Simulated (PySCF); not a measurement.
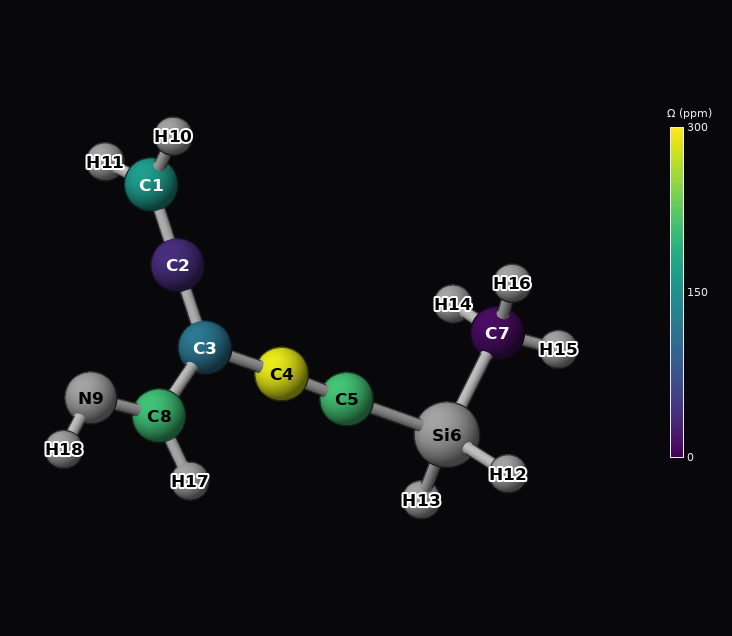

The C atoms are coloured by the span of their shielding tensor. Computed geometry: GFN2-xTB optimisation. No frequency run is at hand to confirm it as a minimum. Method: GIAO PBE0/pcSseg-1 NMR shielding, non-relativistic, gas phase (PySCF 2.14.0). Principal shieldings σ11 ≤ σ22 ≤ σ33, span Ω = σ33 − σ11, skew κ = 3(σiso − σ22)/Ω.

### Which C atom has the most anisotropic shielding?

C4, with a span of 286 ppm.

Give the shielding tensors of the C atoms.

```
atom    σ11    σ22    σ33   σiso      Ω      κ
  C1    5.0  132.6  167.7  101.8  162.6  −0.57
  C2  −65.4  −54.2  −26.8  −48.8   38.6   0.42
  C3   26.3  104.5  141.5   90.7  115.2  −0.36
  C4  −17.8  −17.1  268.5   77.9  286.3   1.00
  C5   11.2   25.7  220.5   85.8  209.3   0.86
  C7  187.2  190.6  197.4  191.7   10.2   0.33
  C8  −94.4   29.9  112.3   15.9  206.7  −0.20
```

Shieldings and span in ppm.

The geometry is semi-empirical. Around Si such bond lengths and angles can be off by a tenth of an ångström or more and by several degrees, and values that hang on the shape move with them.
